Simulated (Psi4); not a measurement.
# U-revPBE/aug-cc-pVDZ run of SiCNF2 (SMILES N#C[Si](F)F)

Aim: the vertical ionisation energy of SiCNF2 at U-revPBE/aug-cc-pVDZ, from 2 runs. 

The results are computed with Psi4 1.11.

6 further runs of the same task are left out: 6 that didn't finish.

## 1. Starting point

SiCNF2: 5 atoms, total charge 0, spin state doublet. SMILES: `N#C[Si](F)F`. The coordinates come from a PBE0-D4/def2-TZVP relaxation.

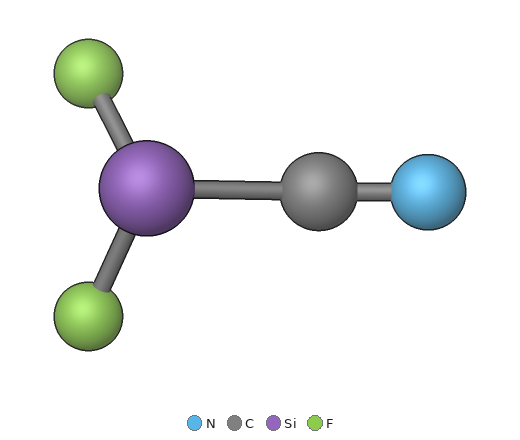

Viewed from a chosen angle; nitrogen blue, carbon grey, silicon purple, fluorine green.

## 2. A single-point energy at U-revPBE/aug-cc-pVDZ

cf2nsi.dat

```
memory 2200 mb

molecule system {
  0 2
  N      1.426100    -1.103800     1.364300
  C      0.743000    -0.566400     0.607500
  Si    -0.192800     0.214100    -0.773500
  F     -1.655600    -0.382400    -0.757500
  F     -0.270900     1.764900    -0.482300
  symmetry c1
}

set {
  basis aug-cc-pVDZ
  reference uks
  puream true
  e_convergence 1e-09
  d_convergence 1e-08
  scf_type pk
  dft_radial_points 99
  dft_spherical_points 590
  maxiter 100
}

energy_value, wavefunction = energy("revpbe", return_wfn=True)
oeprop(wavefunction, "MAYER_INDICES", "MULLIKEN_CHARGES", "DIPOLE", title="REVPBE")
print_variables()
```

Launch:

```
$ psi4 cf2nsi.dat cf2nsi.out -n 1
```

cf2nsi.out:

```text
[...]
  Running in c1 symmetry.
[...]
  Nuclear repulsion =  200.026103011271232
[...]
  Multiplicity = 2
[...]
  Nalpha       = 23
  Nbeta        = 22
[...]
    Number of basis functions: 119
[...]
   @UKS iter   1:  -581.60036893771269   -2.30534e-01   7.03351e-03 DIIS/ADIIS
[...]
   @UKS iter  15:  -581.96488141504176   -1.70530e-12   4.54337e-09 DIIS
[...]
   @S^2 Observed:                7.516330097E-01
[...]
    Orbital Energies [Eh]
    ---------------------
    Alpha Occupied:
       1A    -65.587748     2A    -24.340683     3A    -24.340682
       4A    -14.051198     5A     -9.960814     6A     -5.198831
       7A     -3.606415     8A     -3.605694     9A     -3.604355
      10A     -1.157281    11A     -1.139317    12A     -0.863048
      13A     -0.583783    14A     -0.497551    15A     -0.482938
      16A     -0.447823    17A     -0.421182    18A     -0.417369
      19A     -0.404861    20A     -0.351597    21A     -0.342233
      22A     -0.337991    23A     -0.246869
    Alpha Virtual:
      24A     -0.088812    25A     -0.083469    26A     -0.006868
[...]
  @UKS Final Energy:  -581.96488141504176
   => Energetics <=
    Nuclear Repulsion Energy =            200.0261030112712319
    One-Electron Energy =               -1201.5901598127243233
    Two-Electron Energy =                 473.6030774931032283
    DFT Exchange-Correlation Energy =     -54.0039021066919460
    Empirical Dispersion Energy =           0.0000000000000000
    VV10 Nonlocal Energy =                  0.0000000000000000
    Total Energy =                       -581.9648814150417593
[...]
 Multipole Moments:
 ------------------------------------------------------------------------------------
     Multipole            Electronic (a.u.)      Nuclear  (a.u.)        Total (a.u.)
 ------------------------------------------------------------------------------------
 L = 1.  Multiply by 2.5417464519 to convert [e a0] to [Debye]
 Dipole X            :         -1.7785797            1.5428249           -0.2357548
 Dipole Y            :          1.3499535           -1.0932037            0.2567498
 Dipole Z            :         -1.5843175            0.7669656           -0.8173518
 Magnitude           :                                                    0.8885746
[...]
  Mulliken Charges: (a.u.)
   Center  Symbol    Alpha    Beta     Spin     Total
       1     N     3.64786  3.60191  0.04595 -0.24977
       2     C     3.02348  2.96492  0.05856  0.01160
       3    SI     6.82880  5.92207  0.90673  1.24914
       4     F     4.74993  4.75555 -0.00562 -0.50549
       5     F     4.74993  4.75555 -0.00562 -0.50548
   Total alpha = 23.00000, Total beta = 22.00000, Total charge =  0.00000
  Mayer Bond Indices:
  Total Bond Index:
[...]
```

It took 26 s on 1 thread of Intel Xeon 6975P-C (Granite Rapids), shared host; peak memory 0.72 GiB.

## 3. The singlet cation: energy and gradient at revPBE/aug-cc-pVDZ

cf2nsi.py

```python
import psi4

psi4.set_memory(2200000000)
psi4.set_num_threads(1)
psi4.set_output_file('psi4.out', False)

m = psi4.geometry("""
1 1
N      1.426100    -1.103800     1.364300
C      0.743000    -0.566400     0.607500
Si    -0.192800     0.214100    -0.773500
F     -1.655600    -0.382400    -0.757500
F     -0.270900     1.764900    -0.482300
symmetry c1
no_reorient
no_com
""")

psi4.set_options({
    'puream': True,
    'e_convergence': 1e-09,
    'd_convergence': 1e-08,
    'scf_type': 'pk',
    'dft_radial_points': 99,
    'dft_spherical_points': 590,
})

energy_value, wavefunction = psi4.gradient('revpbe/aug-cc-pVDZ', return_wfn=True)
print('gradient / Eh bohr^-1')
print(energy_value.np.round(6))
print(f'energy = {wavefunction.energy():.10f} Eh')
for k, v in sorted(psi4.core.scalar_variables().items()):
    print(f'{k:45s} {v:18.10f}')
```

Launch:

```
$ python cf2nsi.py
```

psi4.out:

```text
[...]
  Running in c1 symmetry.
[...]
  Nuclear repulsion =  200.026103011271260
[...]
  Multiplicity = 1
[...]
  Nalpha       = 22
  Nbeta        = 22
[...]
    Number of basis functions: 119
[...]
   @RKS iter   1:  -581.29525684458781    7.45780e-02   6.32136e-03 DIIS/ADIIS
[...]
   @RKS iter  14:  -581.59042882629524   -7.50333e-12   4.37778e-09 DIIS
[...]
    Orbital Energies [Eh]
    ---------------------
    Doubly Occupied:
       1A    -65.909276     2A    -24.600398     3A    -24.600396
       4A    -14.299015     5A    -10.210596     6A     -5.512645
       7A     -3.922748     8A     -3.918464     9A     -3.916478
      10A     -1.406947    11A     -1.388308    12A     -1.098748
      13A     -0.835326    14A     -0.744408    15A     -0.728519
      16A     -0.691975    17A     -0.662954    18A     -0.660843
      19A     -0.646537    20A     -0.580055    21A     -0.569724
      22A     -0.560755
[...]
  @RKS Final Energy:  -581.59042882629524
   => Energetics <=
    Nuclear Repulsion Energy =            200.0261030112712604
    One-Electron Energy =               -1189.8201206083688248
    Two-Electron Energy =                 461.8292627354921933
    DFT Exchange-Correlation Energy =     -53.6256739646898453
    Empirical Dispersion Energy =           0.0000000000000000
    VV10 Nonlocal Energy =                  0.0000000000000000
    Total Energy =                       -581.5904288262952377
[...]
 Multipole Moments:
 ------------------------------------------------------------------------------------
     Multipole            Electronic (a.u.)      Nuclear  (a.u.)        Total (a.u.)
 ------------------------------------------------------------------------------------
 L = 1.  Multiply by 2.5417464519 to convert [e a0] to [Debye]
 Dipole X            :         10.7024752          -10.5767971            0.1256781
 Dipole Y            :         -8.0204075            8.1539793            0.1335717
 Dipole Z            :         14.8019772          -16.6146611           -1.8126839
 Magnitude           :                                                    1.8219383
[...]
  -Total Gradient:
     Atom            X                  Y                   Z
    ------   -----------------  -----------------  -----------------
       1       -0.040274472431     0.032617664876    -0.051892257638
       2        0.027241382024    -0.026806274265     0.072100132378
       3        0.005993150774     0.003855832757    -0.060264370710
       4        0.015421404242     0.013660664864     0.022414717673
       5       -0.008423348541    -0.023305266338     0.017676088319
[...]
```

Standard output:

```text
gradient / Eh bohr^-1
[[-0.040274  0.032618 -0.051892]
 [ 0.027241 -0.026806  0.0721  ]
 [ 0.005993  0.003856 -0.060264]
 [ 0.015421  0.013661  0.022415]
 [-0.008423 -0.023305  0.017676]]
energy = -581.5904288263 Eh
CURRENT ENERGY                                   -581.5904288263
CURRENT REFERENCE ENERGY                         -581.5904288263
DD SOLVATION ENERGY                                 0.0000000000
DFT FUNCTIONAL TOTAL ENERGY                      -581.5904288263
DFT TOTAL ENERGY                                 -581.5904288263
DFT VV10 ENERGY                                     0.0000000000
DFT XC ENERGY                                     -53.6256739647
GRID ELECTRONS ALPHA                               21.9999979087
GRID ELECTRONS BETA                                21.9999979087
GRID ELECTRONS TOTAL                               43.9999958174
NUCLEAR REPULSION ENERGY                          200.0261030113
ONE-ELECTRON ENERGY                             -1189.8201206084
PCM POLARIZATION ENERGY                             0.0000000000
PE ENERGY                                           0.0000000000
SCF ITERATION ENERGY                             -581.5904288263
SCF ITERATIONS                                     14.0000000000
SCF TOTAL ENERGY                                 -581.5904288263
TWO-ELECTRON ENERGY                               461.8292627355
XC GRID RADIAL POINTS                              99.0000000000
XC GRID SPHERICAL POINTS                          590.0000000000
XC GRID TOTAL POINTS                           284142.0000000000
```

Wall time 33 s (1 thread of Intel Xeon 6975P-C (Granite Rapids), shared host); peak memory 0.72 GiB.

## 4. Summary of results

At U-revPBE/aug-cc-pVDZ:

| quantity | value |
| --- | --- |
| doublet SiCNF2: total energy | -581.96488 Eh |
| doublet SiCNF2: dipole moment | 2.26 D |
| doublet SiCNF2: HOMO energy (highest over α and β) | -6.72 eV |
| doublet SiCNF2: LUMO energy (lowest over α and β) | -4.68 eV |
| doublet SiCNF2: ⟨S²⟩ | 0.752 |
| singlet cation: total energy | -581.59043 Eh |
| singlet cation: HOMO energy | -15.26 eV |
| singlet cation: LUMO energy | -13.37 eV |
| singlet cation: HOMO–LUMO gap | 1.89 eV |
| singlet cation: largest force on an atom | 4.196 eV/Å |
| vertical ionisation energy (to the singlet cation) | 10.189 eV |

In words: The vertical ionisation energy comes to 10.19 eV (235 kcal/mol). Only the singlet of the ionised species was computed; a triplet could lie lower.
